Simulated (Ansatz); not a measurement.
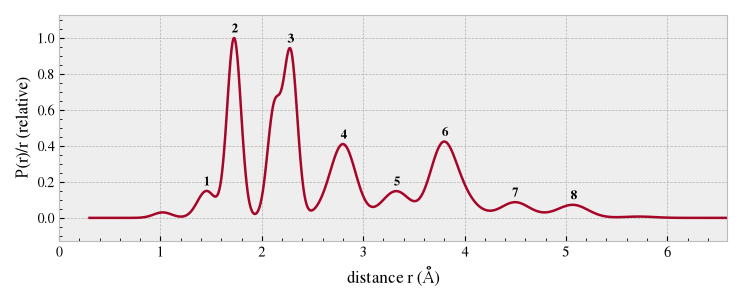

Simulated gas electron diffraction: radial distribution curve of ClH₅O₂Si₃. Each pair of atoms contributes with weight ZᵢZⱼ/r; damping constant 0.001 Å²; vibrational amplitudes assumed, not computed: 0.05 Å for bonds, 0.078 Å for bonds to H, 0.06 + 0.015 r up to 0.15 Å for other pairs. The geometry is the end point of an optimisation (RKS B3LYP-D4/STO-3G (Ansatz 0.2.0)); it may be a saddle point or a higher isomer.

Q: Which pairs of atoms lie under the numbered peaks? Mark bonded pairs by – and others by ···.

A: Peak 1, 1.46 Å: Si–H 1.45–1.46 Å (×4)
Peak 2, 1.73 Å: Si–O 1.71–1.74 Å (×3)
Peak 3, 2.28 Å: Si–Si 2.28–2.29 Å (×2); in its flanks Cl–Si 2.12 Å
Peak 4, 2.80 Å: Si···Si 2.77 Å, O···O 2.82 Å, Si···O 2.86 Å, not resolved
Peak 5, 3.33 Å: Si···H 3.22–3.29 Å (×5), Si···O 3.37 Å, not resolved
Peak 6, 3.80 Å: Cl···Si 3.78–3.79 Å (×2), Si···O 3.97 Å, not resolved
Peak 7, 4.50 Å: Cl···O 4.49 Å, Si···H 4.69 Å, not resolved
Peak 8, 5.07 Å: Cl···H 4.89 Å, Cl···O 5.07 Å, not resolved
